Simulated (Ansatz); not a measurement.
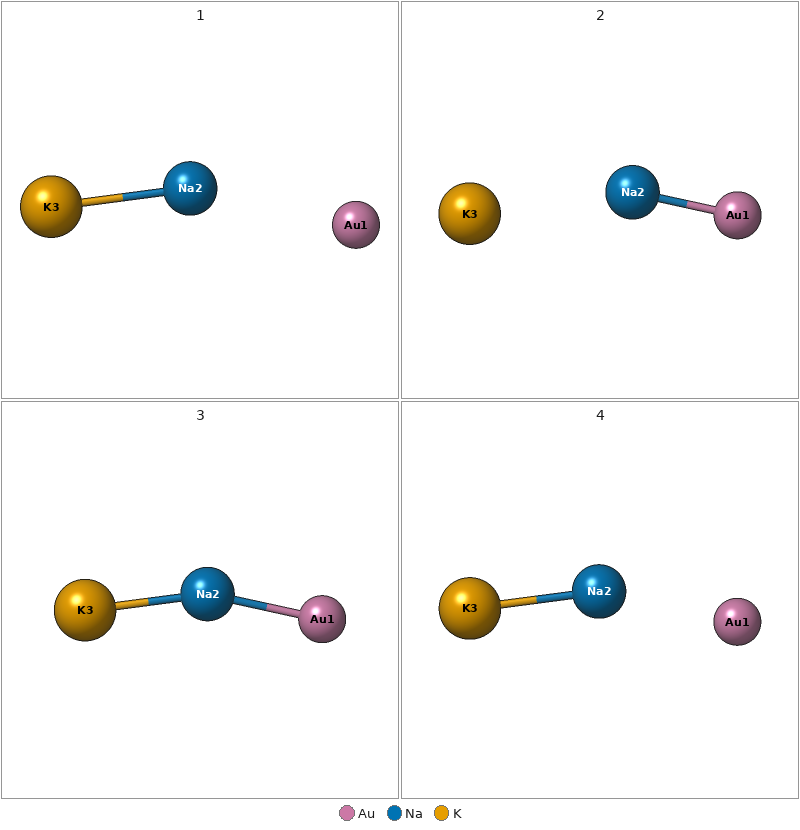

The system Au + NaK, spin multiplicity 2. 
- Coordinates scanned: (1) distance Au1–Na2; (2) distance Na2–K3.
- Nothing is relaxed (the angle Au1–Na2–K3 is fixed at 160 degrees).
- The grid has 9 × 9 points.
- Points are written as (first, second).
- Energies: kJ/mol, counted from the lowest grid point.
- Level of theory: Ansatz, UKS SPW92 (LDA)/def2-SVPD.

The numbered pictures are structures from this grid.

**Which is the most stable, and how do the others follow?**

2, at (2.577 Å, 3.927 Å): 0 kJ/mol; 3, at (2.812 Å, 2.952 Å): 35 kJ/mol; 4, at (3.391 Å, 3.113 Å): 74 kJ/mol; 1, at (4.067 Å, 3.348 Å): 115 kJ/mol.

The map, with the structures marked:

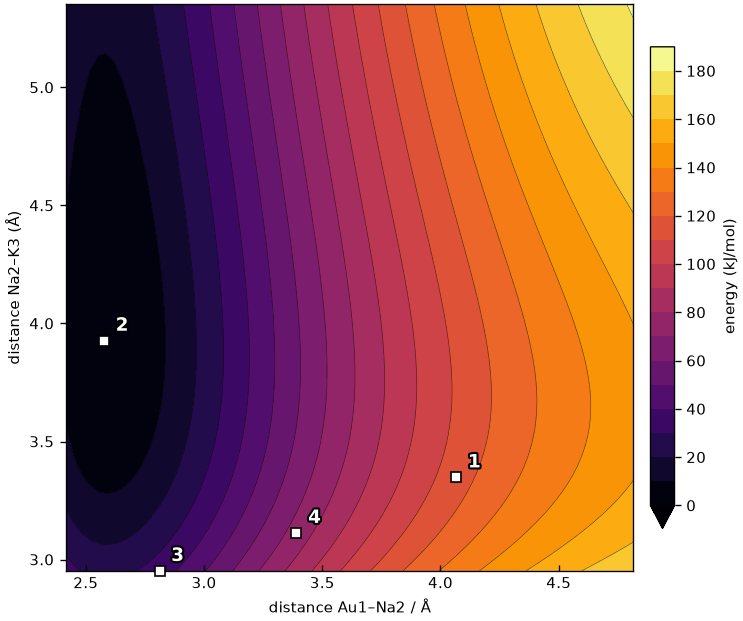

Drawn: filled contours. Between grid points the surface is interpolated.
